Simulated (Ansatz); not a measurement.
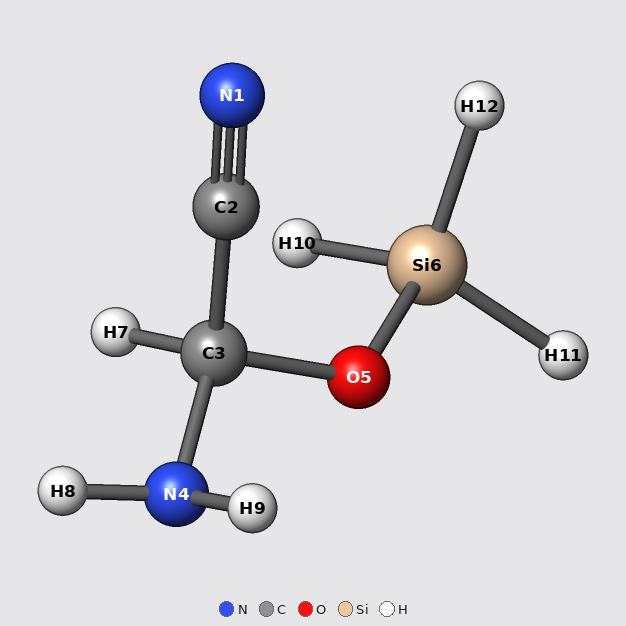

Sticks follow a distance rule. Harmonic vibrations computed with RKS PBE0-D4/def2-TZVP (Ansatz 0.2.0) at a stationary point of the same level.

**Minimum or transition state?**

A minimum: no imaginary frequency, and the lowest mode lies at 37 cm⁻¹.

**List the wavenumbers.**

30 modes: 37, 94, 142, 207, 215, 263, 423, 572, 600, 712, 724, 790, 824, 936, 938, 955, 970, 1080, 1188, 1257, 1353, 1413, 1651, 2217, 2240, 2274, 2362, 3015, 3541, 3635 cm⁻¹.
